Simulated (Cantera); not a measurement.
Input: 1 mol PbO, 170 mol H2, held at 0.585 Torr.

These are equilibrium values from Cantera (NASA tables, ideal gas, pure condensed phases), not measurements of a reactor. Candidate condensed phases: H2O, Pb, PbO, PbO2, Pb3O4; 12 gas species. The numbers say what is thermodynamically allowed, not how fast it happens.

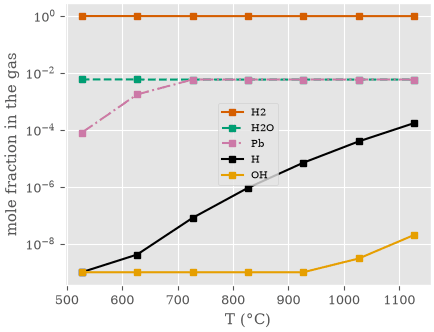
Figure. Equilibrium gas composition (values under 1e-9 drawn at 1e-9)

From 527 °C to 627 °C the condensed part is Pb(l). From 727 °C to 1127 °C nothing is condensed. The main Pb-bearing gas is Pb throughout.
